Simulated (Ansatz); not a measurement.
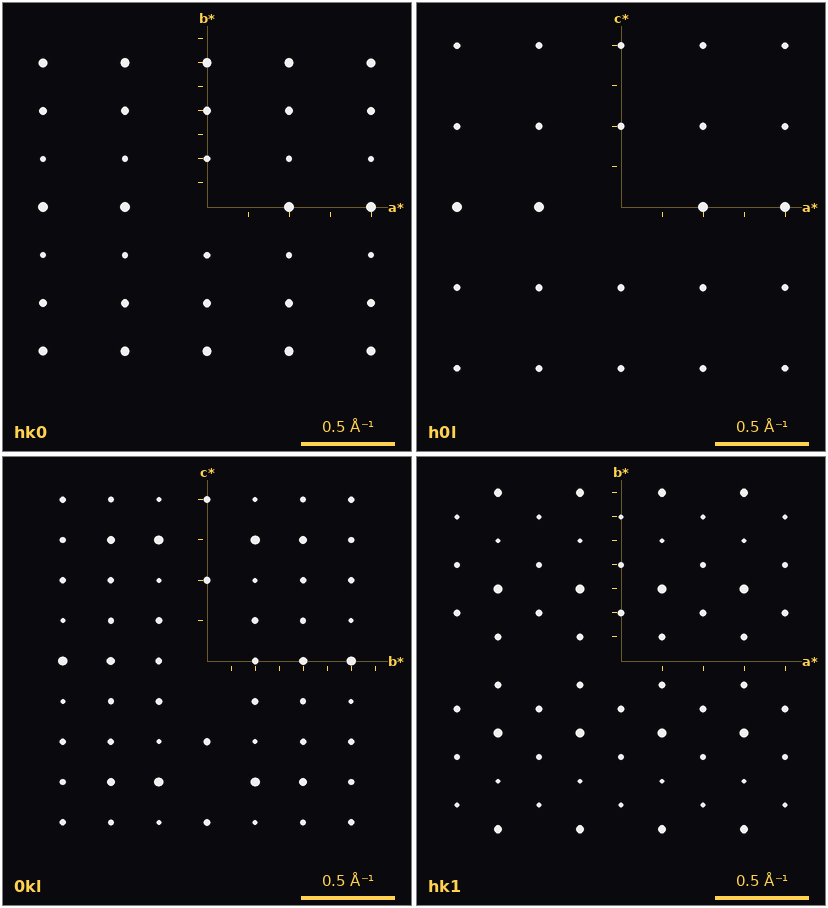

Simulated precession-type sections (neutrons; kinematic intensities, B = 0.5 Å²). The ticks mark integer indices of the conventional cell.

> Read the reciprocal cell and give the direct cell.

a* = 0.221, b* = 0.130, c* = 0.218 Å⁻¹; the cell is orthorhombic with a = 4.52 Å, b = 7.72 Å, c = 4.60 Å.

> Which reflection conditions do the layers show?

Reflections are present only under these conditions. hkl: h + k = 2n; hk0: h = 2n, k = 2n; h0l: h = 2n, l = 2n; 0kl: k = 2n; h00: h = 2n; 0k0: k = 2n; 00l: l = 2n. The lattice is C-centred (C).

> Which space groups fit?

The intensities have Laue symmetry mmm (the hk0 layer shows 2mm, hk1 shows 2mm). With these conditions the candidates are C2ce (No. 41), Cmce (No. 64) (symbols for these axes; some are non-standard settings). Diffraction geometry alone does not choose among them; the structure has Cmce. The compound is Ga. Structure: the end point of a relaxation at fixed volume with DFT HSE06, scalar-relativistic, plane waves, PAW in Ansatz.
